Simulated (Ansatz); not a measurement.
# (SrO)1(MgS)3 [001] superlattice, started as rocksalt type: a soft mode frozen in, part 3 of 3

Which phase does (SrO)1(MgS)3 [001] superlattice, started as rocksalt type fall into along its unstable mode, and how much energy does it gain?

Ansatz 0.2.0; DFT PBE, scalar-relativistic, plane waves, PAW.

So far. Step 5 (Energy along the mode, all amplitudes (two of the runs …): The lowest of the steps tried is at 0.32 Å, 25.5 meV/atom below the parent; the bottom of the well need not coincide with a step. Step 7 (The new phase in its own primitive cell): The largest force component left is 0.83 meV/Å and the pressure is -0.001 GPa, within the tolerances set. The cell now holds 19.17 Å³/atom.

The structure was built from a prototype and need not be the compound's stable phase.

## 8. Modes of the new phase, k-mesh 6×6×2

A relaxed structure may still be a saddle point, so its zone-centre modes are computed. The response to a homogeneous field gives the Born charges and the dielectric tensor, and its change with displacement the Raman tensors.

File input.yaml:

```yaml
crystal:
  lattice:
    - [3.5815427535, 0.0, 0.0]
    - [0.0, 3.5815427535, 0.0]
    - [0.0, 0.0, 11.9567029901]
  atoms:
    - { symbol: Mg, position: [0.5, 0.5, 0.2859065244] }
    - { symbol: Mg, position: [0.0, 0.0, 0.5250880409] }
    - { symbol: Mg, position: [0.5, 0.5, 0.7819222146] }
    - { symbol: O, position: [0.5, 0.5, 0.9485568052] }
    - { symbol: S, position: [0.0, 0.0, 0.2415971911] }
    - { symbol: S, position: [0.5, 0.5, 0.4929455563] }
    - { symbol: S, position: [0.0, 0.0, 0.7351767232] }
    - { symbol: Sr, position: [0.0, 0.0, 0.9883898435] }
kpoints:
  mp_grid: { grid: [6, 6, 2] }
hamiltonian:
  xc: pbe
scf:
  occupations: { method: fixed }
output:
  eigenvalues: true
phonons:
  method: dfpt
  dielectric: true
  rigid_motions: translations
  raman: true
```

The run is started by

```bash
$ ansatz run input.yaml --threads 4 --pin off --max-ram 14336MiB --backend cpu --events-out ev --progress --plain --runs-dir out
```

Numbers of over 12 decimals in the logs are rounded to 6 here.

The log of the run:

```text
[...]
Crystal: 8 atoms, lattice volume = 153.374 Å³
Basis set: ecut = 420 eV, 2947 PW (Γ), exchange–correlation on 48×48×160 points (8 copies of the dense FFT grid, shifted against one another)
Bands: 40, of which v1, the nominal top of the filled ones, is band 32 counted from 1 (31 counted from 0)
Symmetry: 8 space group operations
k-points: 32 of 72 (irreducible under 2 space group operations, time reversal used)
[...]
SCF iter   1: F=—  HF=-12600.843833 eV  |F-HF|=—  |Δ(HF+E_count)|=         —  Δρ=1.22e-3  dr2=1.09e-2  ethr=1.77e-3  ⟨swp⟩=5.3  Hψ=4886  notcnv=0  defer=149
[...]
SCF iter  10: F=-12600.841663 eV  HF=-12600.841663 eV  |F-HF|=1.46e-11  |Δ(HF+E_count)|=  2.24e-10  Δρ=1.08e-7  dr2=2.33e-11  ethr=1.00e-12  ⟨swp⟩=17.0  Hψ=9692  notcnv=0
SCF 1 converged in 10 iterations: F = -12600.841663 eV  dr2 = 2.33e-11
[...]
Bands: 33, of which v1, the nominal top of the filled ones, is band 32 counted from 1 (31 counted from 0)
k-points: 30
[...]
Eigensolver: Dense (30 Hₖ)
SCF iter   1: F=—  HF=-12600.743244 eV  |F-HF|=—  |Δ(HF+E_count)|=         —  Δρ=4.01e-4  dr2=8.07e-5  ethr=1.00e-1
[...]
SCF iter   7: F=-12600.743324 eV  HF=-12600.743324 eV  |F-HF|=2.55e-11  |Δ(HF+E_count)|=  5.97e-10  Δρ=1.15e-7  dr2=3.89e-11  ethr=1.00e-12
SCF 1 converged in 7 iterations: F = -12600.743324 eV  dr2 = 3.89e-11
[...]
SCF converged after 10 iterations
Free energy (F): -12600.841663 eV
[...]
Internal energy: -12600.841663 eV  (E = F + TS)
E sigma→0 (E₀):  -12600.841663 eV
Fermi energy:    5.707386 eV
[...]
--- Band table (eV; the first three rows and the last of 32) ---
  k-point 0: bands = [... 28 lower, 5.4031, 5.4031, 5.6491, 5.6491, 8.8640, 9.5696, 9.7161, 10.2468, ... 4 higher]
  k-point 1: bands = [... 28 lower, 5.3963, 5.3963, 5.6435, 5.6435, 9.2981, 9.7153, 9.7227, 9.8668, ... 4 higher]
  k-point 2: bands = [... 28 lower, 5.0472, 5.4188, 5.4201, 5.6562, 9.7190, 10.2025, 10.4088, 10.8421, ... 4 higher]
  k-point 31: bands = [... 28 lower, 4.3453, 4.8916, 4.8916, 4.8945, 8.7009, 9.1894, 9.3239, 10.5062, ... 4 higher]
[...]
ASR residual: 5.648e-4 → 0.000e0 eV/Å²; symmetrization residual: 1.069e-5 eV/Å²
[...]
ε∞ (high-frequency dielectric tensor):
        4.781009     0.000000     0.000000
        0.000000     4.781009     0.000000
        0.000000     0.000000     4.382169
  ε⁰ (static dielectric tensor: ions relaxed, cell fixed):
       15.067763     0.000000     0.000000
        0.000000    15.067763     0.000000
        0.000000     0.000000     9.767206
  ε⁰ − ε∞ (ionic part):
       10.286754     0.000000     0.000000
        0.000000    10.286754     0.000000
        0.000000     0.000000     5.385037
[...]
Born effective charges Z* (e; rows j = field, columns β = displacement):
    site 0:
         2.40191    0.00000    0.00000
         0.00000    2.40191    0.00000
         0.00000    0.00000    1.49609
    site 1:
         2.36289    0.00000    0.00000
         0.00000    2.36289    0.00000
         0.00000    0.00000    1.86827
    site 2:
         2.39594    0.00000    0.00000
         0.00000    2.39594    0.00000
         0.00000    0.00000    1.69877
    site 3:
        -2.52539   -0.00000   -0.00000
        -0.00000   -2.52539   -0.00000
        -0.00000   -0.00000   -2.28265
    site 4:
        -2.44938    0.00000   -0.00000
        -0.00000   -2.44938   -0.00000
        -0.00000    0.00000   -1.89634
    site 5:
        -2.34833    0.00000   -0.00000
         0.00000   -2.34833    0.00000
        -0.00000   -0.00000   -1.73134
    site 6:
        -2.23441    0.00000   -0.00000
         0.00000   -2.23441   -0.00000
        -0.00000    0.00000   -1.93679
    site 7:
         2.39679   -0.00000    0.00000
         0.00000    2.39679    0.00000
         0.00000   -0.00000    2.78398
  Z* charge neutrality: 1.567e-2 e pre-enforcement
[...]
optical modes at Γ without the LO–TO term, one row a degenerate level:
      ω (cm⁻¹)  modes    IR ((D/Å)²/amu)  static Raman (Å⁴/amu)  depolarisation
         54.60      2             0.2158                 0.0023           0.750
         93.92      2             0.2411                 0.0336           0.750
        116.27      2             2.0296                 0.0057           0.750
        116.46      1             1.3340                 1.1760           0.060
        161.72      1             0.6721                 1.0763           0.057
        219.13      1             6.7028                 0.5849           0.136
        233.39      2            16.7190                 4.1250           0.750
        237.47      2            18.2069                 2.0606           0.750
        245.53      1             0.1311                 0.1920           0.600
        254.25      2            29.1799                 2.4413           0.750
        272.65      2            11.0329                 0.5075           0.750
        318.59      1             9.4354                34.3282           0.156
        337.43      1             0.0036                 2.6576           0.003
        492.53      1             6.8966                 3.3281           0.254
  optical modes at Γ + LO–TO along q̂ = [1.0000, 0.0000, 0.0000]:
      ω (cm⁻¹)  modes    IR ((D/Å)²/amu)  static Raman (Å⁴/amu)  depolarisation
         54.60      1             0.1079                 0.0012           0.750
         55.49      1             0.0103                 0.0000               —
         93.92      1             0.1205                 0.0168           0.750
         94.43      1             0.0088                 0.0282           0.750
        116.27      1             1.0148                 0.0029           0.750
        116.46      1             1.3340                 1.1760           0.060
        120.10      1             0.0937                 0.0410           0.750
        161.72      1             0.6721                 1.0763           0.057
        219.13      1             6.7028                 0.5849           0.136
        233.39      1             8.3595                 2.0625           0.750
        235.11      1             0.0058                 3.5476           0.750
        237.47      1             9.1034                 1.0303           0.750
        245.18      1             0.0713                 0.6236           0.750
        245.53      1             0.1311                 0.1920           0.600
        254.25      1            14.5899                 1.2207           0.750
        268.79      1             0.0749                 0.0125           0.750
        272.65      1             5.5165                 0.2538           0.750
        318.59      1             9.4354                34.3282           0.156
        337.43      1             0.0036                 2.6576           0.003
        417.13      1            38.5477                 0.7006           0.750
        492.53      1             6.8966                 3.3281           0.254
  optical modes at Γ + LO–TO along q̂ = [0.0000, 1.0000, 0.0000]:
      ω (cm⁻¹)  modes    IR ((D/Å)²/amu)  static Raman (Å⁴/amu)  depolarisation
         54.60      1             0.1079                 0.0012           0.750
         55.49      1             0.0103                 0.0000               —
         93.92      1             0.1205                 0.0168           0.750
         94.43      1             0.0088                 0.0282           0.750
        116.27      1             1.0148                 0.0029           0.750
        116.46      1             1.3340                 1.1760           0.060
        120.10      1             0.0937                 0.0410           0.750
[...]
optical modes at Γ + LO–TO along q̂ = [0.0000, 0.0000, 1.0000]:
      ω (cm⁻¹)  modes    IR ((D/Å)²/amu)  static Raman (Å⁴/amu)  depolarisation
[...]
116.27      2             2.0296                 0.0057           0.750
        124.10      1             0.2429                 1.9531           0.140
        164.66      1             0.1317                 0.6497           0.001
        233.39      2            16.7190                 4.1250           0.750
        237.47      2            18.2069                 2.0606           0.750
        242.65      1             0.7667                 1.2777           0.025
        249.24      1             1.2392                 3.9599           0.167
        254.25      2            29.1799                 2.4413           0.750
        272.65      2            11.0329                 0.5075           0.750
        337.42      1             0.0013                 2.2391           0.009
        367.23      1             9.7918                29.0564           0.089
        523.10      1            13.0020                12.4364           0.076
```

It took 5.7 min on 4 threads of Arm Neoverse V1, shared host; peak memory 2.3 GiB.

This step gave:

```
sum-rule residual before enforcement                    : 5.65e-4 eV/Å²
miss of the charge sum rule                             : 0.01567 e
estimated error of the dielectric tensor                : 0.02520
estimated error of the Born charges                     : 0.02393 e
point group                                             : 4mm
highest optical mode at the zone centre (no LO-TO term) : 492.5 cm⁻¹
lowest optical zone-centre mode                         : 54.6 cm⁻¹
mean high-frequency dielectric constant                 : 4.648
largest Born charge (third of the trace)                : 2.526 e
mean static dielectric constant                         : 13.30
top of the zone-centre spectrum with the field          : 523.1 cm⁻¹
```

Without the LO-TO term. Patterns of degenerate modes are one choice out of their space. Modes at Γ, with each element's share of the kinetic energy:

| mode | frequency (cm⁻¹) | symmetry | Mg % | O % | S % | Sr % |
| --- | --- | --- | --- | --- | --- | --- |
| 1 | 0.0 | acoustic | 27 | 6 | 35 | 32 |
| 2 | 0.0 | acoustic | 27 | 6 | 35 | 32 |
| 3 | 0.0 | acoustic | 27 | 6 | 35 | 32 |
| 4 | 54.6 | E | 28 | 3 | 34 | 34 |
| 5 | 54.6 | E | 28 | 3 | 34 | 34 |
| 6 | 93.9 | E | 45 | 0 | 48 | 7 |
| 7 | 93.9 | E | 45 | 0 | 48 | 7 |
| 8 | 116.3 | E | 32 | 1 | 44 | 23 |
| 9 | 116.3 | E | 32 | 1 | 44 | 23 |
| 10 | 116.5 | A1 | 28 | 4 | 41 | 27 |
| 11 | 161.7 | A1 | 45 | 0 | 45 | 10 |
| 12 | 219.1 | A1 | 35 | 10 | 27 | 28 |
| 13 | 233.4 | E | 2 | 83 | 11 | 4 |
| 14 | 233.4 | E | 2 | 83 | 11 | 4 |
| 15 | 237.5 | E | 53 | 2 | 44 | 0 |
| 16 | 237.5 | E | 53 | 2 | 44 | 0 |
| 17 | 245.5 | A1 | 42 | 6 | 52 | 0 |
| 18 | 254.2 | E | 62 | 4 | 34 | 0 |
| 19 | 254.2 | E | 62 | 4 | 34 | 0 |
| 20 | 272.6 | E | 50 | 0 | 50 | 0 |
| 21 | 272.6 | E | 50 | 0 | 50 | 0 |
| 22 | 318.6 | A1 | 56 | 0 | 42 | 3 |
| 23 | 337.4 | A1 | 39 | 5 | 56 | 0 |
| 24 | 492.5 | A1 | 30 | 68 | 2 | 1 |

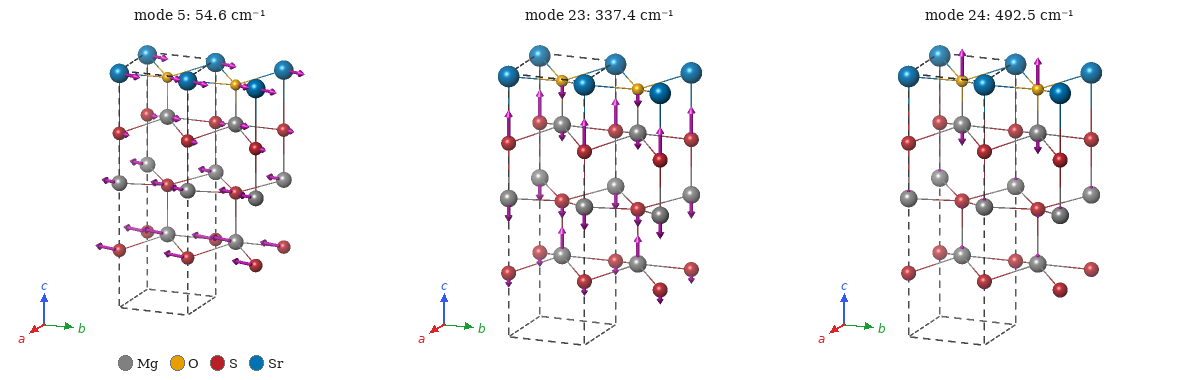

Displacement patterns of modes 5, 23 and 24 at Γ; arrows are exaggerated. 1×2×1 cells are drawn. Some periodic images of atoms are drawn too.

Optical modes at the zone centre, without and with the macroscopic field of the longitudinal modes; each column is sorted by frequency, so a row need not hold one and the same mode. Modes with and without the field, by row:

```
rank among optical modes  no field (cm⁻¹)  q along (1, 0, 0) (cm⁻¹)  q along (0, 0, 1) (cm⁻¹)
                       1             54.6                      54.6                      54.6
                       2             54.6                      55.5                      54.6
                       3             93.9                      93.9                      93.9
                       4             93.9                      94.4                      93.9
                       5            116.3                     116.3                     116.3
                       6            116.3                     116.5                     116.3
                       7            116.5                     120.1                     124.1
                       8            161.7                     161.7                     164.7
                       9            219.1                     219.1                     233.4
                      10            233.4                     233.4                     233.4
                      11            233.4                     235.1                     237.5
                      12            237.5                     237.5                     237.5
                      13            237.5                     245.2                     242.7
                      14            245.5                     245.5                     249.2
                      15            254.2                     254.2                     254.2
                      16            254.2                     268.8                     254.2
                      17            272.6                     272.6                     272.6
                      18            272.6                     318.6                     272.6
                      19            318.6                     337.4                     337.4
                      20            337.4                     417.1                     367.2
                      21            492.5                     492.5                     523.1
```

Born charge (rows field, columns displacement) (e), principal values of the symmetric part by kind of site:

```
atom  atoms with these values    low  middle   high   mean
 Mg1                        1   1.50    2.40   2.40   2.10
 Mg2                        1   1.87    2.36   2.36   2.20
 Mg3                        1   1.70    2.40   2.40   2.16
  O4                        1  -2.53   -2.53  -2.28  -2.44
  S5                        1  -2.45   -2.45  -1.90  -2.27
  S6                        1  -2.35   -2.35  -1.73  -2.14
  S7                        1  -2.23   -2.23  -1.94  -2.14
 Sr8                        1   2.40    2.40   2.78   2.53
```

In full for S7:

```
-2.23  0.00  0.00
 0.00 -2.23  0.00
 0.00  0.00 -1.94
```

High-frequency dielectric tensor:

```
4.78 0.00 0.00
0.00 4.78 0.00
0.00 0.00 4.38
```

Static dielectric tensor (ions relaxed, fixed cell):

```
15.07  0.00  0.00
 0.00 15.07  0.00
 0.00  0.00  9.77
```

Transverse modes. Lines of the infrared spectrum (strongest = 100):

```
position (cm⁻¹)  lines merged  relative intensity
             55             1                 0.7
             94             1                 0.8
            116             2                  12
            162             1                 2.3
            219             1                  23
            233             1                  57
            238             1                  62
            246             1                 0.4
            254             1                 100
            273             1                  38
            319             1                  32
            337             1                 0.0
            492             1                  24
```

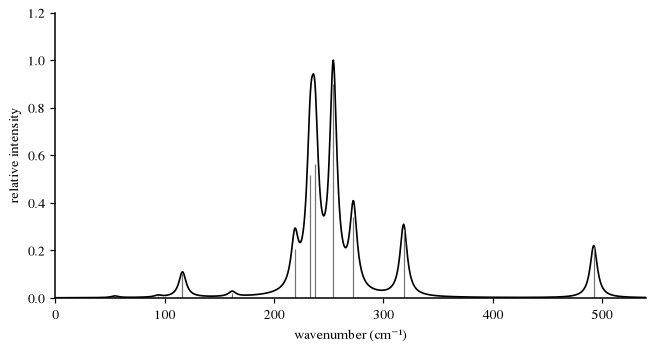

The infrared spectrum, broadened with Lorentzians of width 8 cm⁻¹; bars mark the lines.

Activity x (w_L - w)^4 (n + 1)/w, 532 nm, 300 K; modes without the macroscopic field alone. Raman lines, with heights relative to the strongest:

| position (cm⁻¹) | lines merged | relative intensity |
| --- | --- | --- |
| 55 | 1 | 0.1 |
| 94 | 1 | 0.8 |
| 116 | 2 | 18 |
| 162 | 1 | 9.3 |
| 219 | 1 | 3.0 |
| 233 | 1 | 19 |
| 238 | 1 | 9.4 |
| 246 | 1 | 0.8 |
| 254 | 1 | 10 |
| 273 | 1 | 1.9 |
| 319 | 1 | 100 |
| 337 | 1 | 7.1 |
| 492 | 1 | 5.2 |

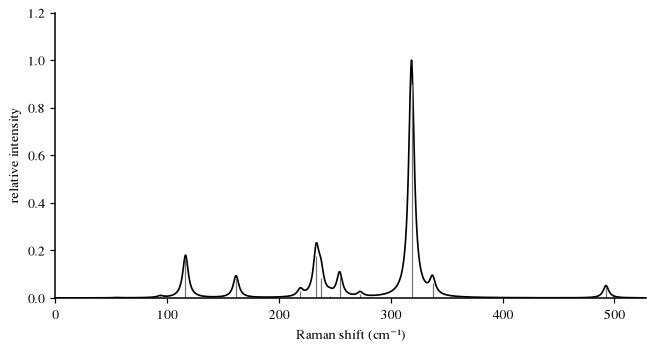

The Raman spectrum, broadened with Lorentzians of width 6 cm⁻¹; bars mark the lines.

Before it was imposed, the acoustic sum rule was missed by 5.6e-4 eV/Å² and the charge sum rule by 0.016 e. Small misses are needed for a sound result but don't prove that mesh and cutoff are converged. The lowest optical mode is real, 54.6 cm⁻¹.

The log warns of the k mesh: “the force constants stand on the 6×6×2 k-mesh, whose period is 11.31 times the interband length at k = (0.0000, 0.0000, 0.0000), direct gap 3.215 eV, under 14: take them and everything formed from them as unconverged”.

## 9. The phases reached

The phases reached along the modes that were followed are set side by side.

Energies are those of the first relaxation, on the mesh of the frozen mode; space group, volume and gap are those of the last relaxation. Phases, by row:

```csv
mode frozen in,space group,energy from parent (meV/atom),volume (Å³/atom),gap on mesh (eV),lowest zone-centre optical mode (cm⁻¹),largest shift (Å)
parent,P4/mmm,0,18.1,2.424,–,–
"q = (0, 0, 0), 201i cm⁻¹",P4mm,-59.05,19.17,2.818,54.6,0.615
```

## 10. What came out

```yaml
unstable_mode_of_the_parent: q = (0, 0, 0), 201i cm⁻¹
depth_at_the_lowest_point_sampled: 25.5 meV/atom
largest_atomic_shift_at_that_point: 0.32 Å
space_group_reached_within_0p01_a: P4mm
energy_gained_over_the_parent_first_relaxation_on_the_mesh_of_the_frozen_mode: 59.1 meV/atom
volume_per_atom_phase_reached: 19.2 Å³
gap_on_the_k_mesh_phase_reached: 2.82 eV
lowest_optical_zone_centre_mode_phase_reached: 54.6 cm⁻¹
highest_optical_mode_at_the_zone_centre_no_lo_to_term_phase_reached: 493 cm⁻¹
```

Along this mode the structure falls into P4mm, 59.1 meV/atom below the parent. At the parent's cell the well is 25.46 meV/atom deep on the steps tried, with its lowest point at a shift of 0.32 Å. Relaxing atoms and cell changes the gain by +33.59 meV/atom against the lowest step (energies at zero smearing). The new phase has no imaginary mode at the zone centre of its cell; other wavevectors were not checked. Each path keeps the symmetry of its pattern, so a lower phase may lie along a pattern not tried. With the field response the log warns that the k mesh is coarse for the force constants too, so the frequencies may not be converged. The starting cell was built on a prototype and not taken from a measurement, so the phase need not exist.

[Logs are printed without paths, hosts, clocks, repeated set-up lines and the standing remarks that a program may print on its own settings, such as how far it seeks lower states.]

[Hosts, paths, dates, database ids (printed as entryN), source tags and the programs' standing remarks are cut or masked in the printed files.]
